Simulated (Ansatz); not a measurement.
Input file:

```
crystal:
  periodic: [false, false, false]
  atoms:
    - { symbol: Si, position_ang: [-0.70476, 0.41703, 1.82238] }
    - { symbol: O, position_ang: [-0.38286, 0.12293, 0.32358] }
    - { symbol: Al, position_ang: [-0.10199, -0.27518, -1.41707] }
    - { symbol: S, position_ang: [1.73481, -1.28653, -1.93124] }
    - { symbol: H, position_ang: [-1.68942, 1.45511, 2.0679] }
    - { symbol: H, position_ang: [0.02102, -0.37422, 2.80075] }
    - { symbol: H, position_ang: [-1.37785, 0.18395, -2.07945] }
    - { symbol: H, position_ang: [2.50104, -0.24308, -1.58685] }
total_charge: 1
basis:
  gaussian: { orbitals: def2-SVP }
hamiltonian:
  xc: revpbe
  dispersion: d4
relax:
  f_tol: 0.02
  max_steps: 40
output:
  orbitals: {}
```

Command:

```sh
ansatz run input.yaml --threads 2 --pin off --max-ram 3072MiB --backend cpu --events-out ev --progress --plain --runs-dir out
```

The fields are those of the run's last geometry, not of the input's.

Method: RKS revPBE-D4/def2-SVP in Ansatz 0.2.0.

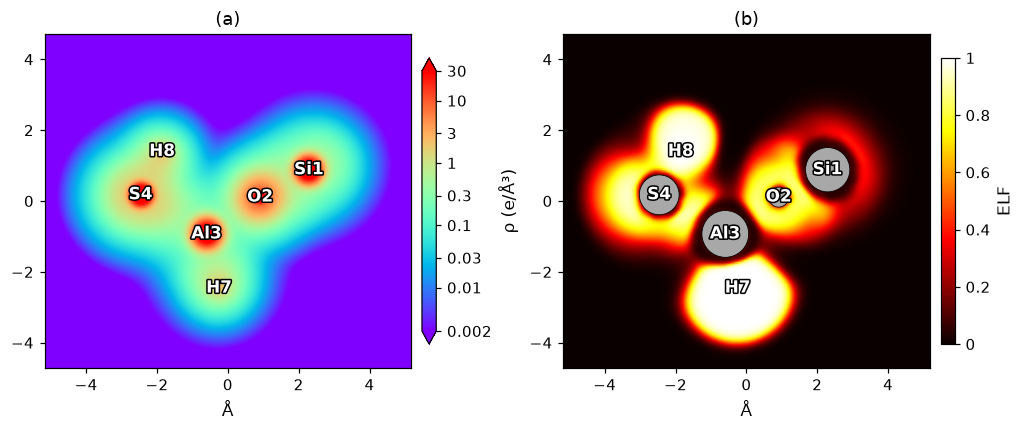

AlH4OSSi (SMILES [SiH2+][O][AlH][SH]) (charge +1). (a) total electron density; (b) electron localisation function on the plane of atoms O2, Al3 and S4. Grey discs cover the atomic cores in the ELF map.

### Read the bonding off the picture.

The plane passes through Si, O, Al, S and H nuclei. Si–O (1.59 Å): ρ is about 1.2 e/Å³ halfway; the ELF peaks at about 0.85 between the atoms; a polar covalent bond. Al–O (1.83 Å): ρ is about 0.58 e/Å³ halfway; the ELF peaks at about 0.85 in the valence shell of O, 0.6 Å from its nucleus, and is about 0.40 at the midpoint. Al–S (2.17 Å): ρ is about 0.69 e/Å³ halfway; the ELF peaks at about 0.90 in the valence shell of S, 1.0 Å from its nucleus, and is about 0.90 at the midpoint. S–H (1.36 Å): the density is about 1.4 e/Å³ at the midpoint; the ELF climbs to about 1 towards the hydrogen, as it does in any bond to H. Al–H (1.57 Å): ρ is about 0.57 e/Å³ halfway; the ELF climbs to about 1 towards the hydrogen. The ELF also peaks beside S4, away from the bonds: lone-pair regions.
